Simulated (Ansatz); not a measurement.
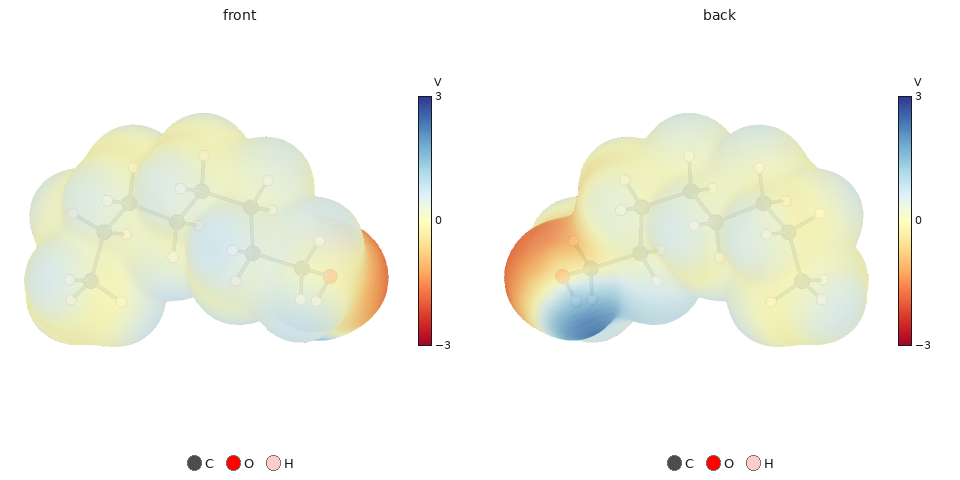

Figure. C8H18O (SMILES CCCCCCCCO). The electrostatic potential painted on the density surface at 0.002 e/bohr³, seen from the front and from behind; red is negative and blue positive.

Geometry: PBE0-D4/def2-TZVP.

Method: RKS PBE0-D4/def2-TZVPP in Ansatz.

The calculation's input:

```
crystal:
  periodic: [false, false, false]
  atoms:
    - {symbol: C, position_ang: [-2.192694, -2.617544, -0.987499]}
    - {symbol: C, position_ang: [-2.451335, -1.307045, -1.713584]}
    - {symbol: C, position_ang: [-2.122963, -0.066351, -0.893074]}
    - {symbol: C, position_ang: [-0.649285, 0.092012, -0.553358]}
    - {symbol: C, position_ang: [-0.355232, 1.374473, 0.209738]}
    - {symbol: C, position_ang: [1.120683, 1.613667, 0.496828]}
    - {symbol: C, position_ang: [1.742256, 0.613559, 1.458576]}
    - {symbol: C, position_ang: [3.211679, 0.875339, 1.729020]}
    - {symbol: O, position_ang: [4.017628, 0.782548, 0.570786]}
    - {symbol: H, position_ang: [-1.134665, -2.749428, -0.749613]}
    - {symbol: H, position_ang: [-2.499473, -3.473101, -1.593604]}
    - {symbol: H, position_ang: [-2.750348, -2.660434, -0.047056]}
    - {symbol: H, position_ang: [-3.504574, -1.265105, -2.010216]}
    - {symbol: H, position_ang: [-1.873931, -1.284361, -2.645501]}
    - {symbol: H, position_ang: [-2.707314, -0.082990, 0.035991]}
    - {symbol: H, position_ang: [-2.454634, 0.822653, -1.442015]}
    - {symbol: H, position_ang: [-0.061860, 0.082612, -1.481087]}
    - {symbol: H, position_ang: [-0.312496, -0.770897, 0.029409]}
    - {symbol: H, position_ang: [-0.745105, 2.221341, -0.366657]}
    - {symbol: H, position_ang: [-0.915856, 1.369510, 1.153456]}
    - {symbol: H, position_ang: [1.246387, 2.619080, 0.915250]}
    - {symbol: H, position_ang: [1.684345, 1.605777, -0.441888]}
    - {symbol: H, position_ang: [1.633270, -0.408225, 1.073594]}
    - {symbol: H, position_ang: [1.204866, 0.634512, 2.415051]}
    - {symbol: H, position_ang: [3.348805, 1.895881, 2.098084]}
    - {symbol: H, position_ang: [3.575980, 0.194760, 2.511055]}
    - {symbol: H, position_ang: [3.945866, -0.112250, 0.228328]}
basis:
  gaussian: {orbitals: def2-TZVPP}
hamiltonian: {xc: pbe0, dispersion: d4}
output: {orbitals: {seedname: orbitals}}
```

Run with:

```sh
ansatz run in.yaml --threads 5 --pin off --events-out ev --progress --plain --max-ram 66560MiB --backend cuda --devices 0, --max-vram 37GiB
```

### Describe the electrostatic potential map.

The most negative region (about −1.6 V) lies over O9, the most positive (about +2.2 V) over H27. O9 is the likeliest acceptor of a hydrogen bond.
